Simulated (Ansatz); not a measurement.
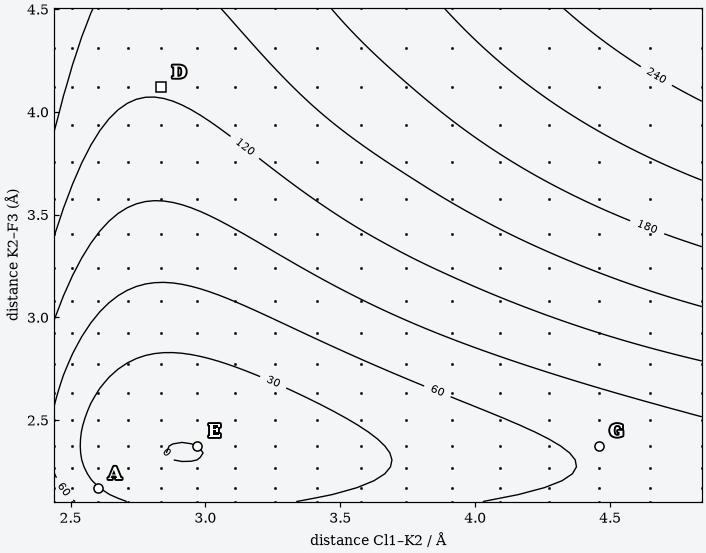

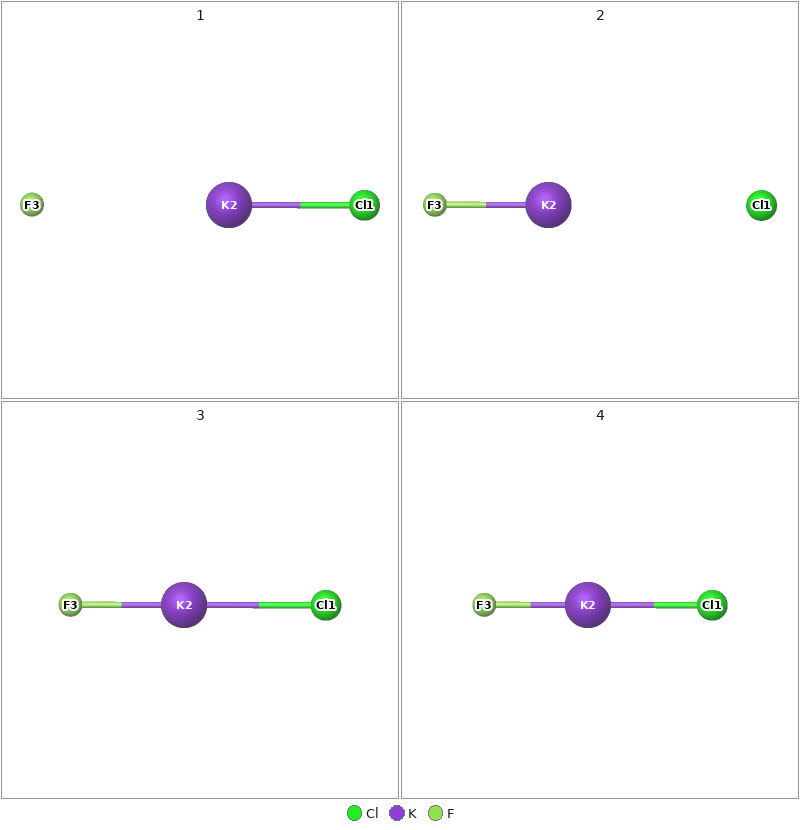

The system Cl⁻ + KF. Coordinates scanned: (1) distance Cl1–K2; (2) distance K2–F3. Nothing is relaxed (the angle Cl1–K2–F3 is fixed at 180 degrees). Grid: 17 × 17 points. Points are written as (first, second). Energies are in kJ/mol, from the lowest grid point. All numbers below come from RKS PBE0-D4/def2-SVPD (Ansatz 0.2.0).

The picture shows contour lines labelled in kJ/mol, dots at the grid points, lettered points. Between grid points the surface is interpolated. The numbered pictures are the structures at these points, in random order.

Q: Which structure belongs to which point?

A: A is structure 4: (2.601 Å, 2.169 Å), 31 kJ/mol; D is structure 1: (2.836 Å, 4.122 Å), 123 kJ/mol; E is structure 3: (2.969 Å, 2.376 Å), 0 kJ/mol; G is structure 2: (4.458 Å, 2.376 Å), 66 kJ/mol.
